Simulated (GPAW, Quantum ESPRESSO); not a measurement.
The C K edge of atom 5 in Mn3GeC (Pm-3m), with 6 Mn at 1.90 Å (octahedral, site symmetry m-3m), was computed in 2 ways: excited-electron core hole (neutral cell) and no core hole. Program and functional: Quantum ESPRESSO XSpectra, LDA, Lorentzian half width 0.3 eV up to 4 eV, rising linearly to 2.5 eV at 25 eV; cells of 5 and 10 atoms (the run without a hole in the smaller).

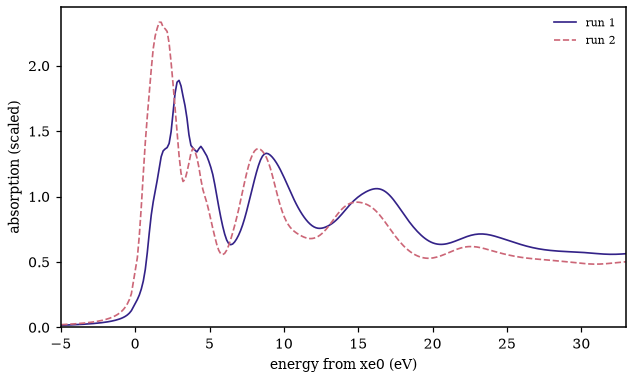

Each run is counted from its own lowest empty level or Fermi level and scaled to a mean of 1 over its first 20 eV.

Question: Which run is which?

Run 1: no core hole (area from −2 to 6 eV 7.2, main maxima 2.9 eV (1.89), 4.4 eV (1.38), 8.8 eV (1.33) and 16.3 eV (1.06)). Run 2: excited-electron core hole (neutral cell) (area from −2 to 6 eV 8.5, main maxima 1.6 eV (2.33), 3.9 eV (1.37), 8.3 eV (1.37) and 14.8 eV (0.96)). With each curve scaled to its own mean, the area from −2 to 6 eV with the hole is 8.5 against 7.2, and the centre of weight from −1 to 20 eV moves by -1.1 eV: the hole pulls the absorber's empty states down.

[Hosts, paths, dates, database ids (printed as entryN), source tags and the programs' standing remarks are cut or masked in the printed files.]

[Lists of maxima count a maximum above −3 eV only where it reaches 4 % of the highest in the window and stands out from its surroundings by 2 % of it (1.5 % where it reaches 55 %); shoulders and weaker maxima are passed over, and of the rest the first, up to two pre-edge ones and the few strongest are named.]
